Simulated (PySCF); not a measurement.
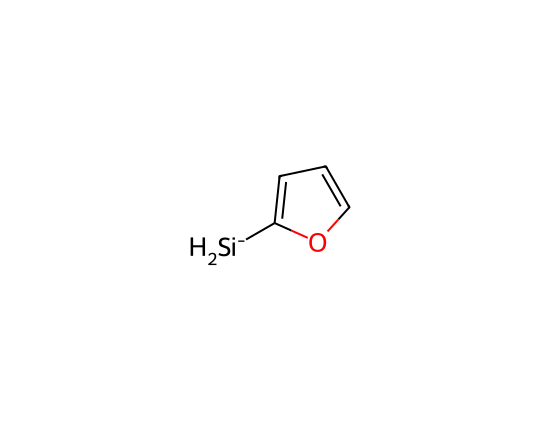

Source: calculation with PySCF.

Skeletal drawing of a molecule. Charge −1, singlet.

Give its SMILES.

Answer. [SiH2-]c1ccco1

Give the formula, hydrogens included.

Answer. C4H5OSi, charge -1.
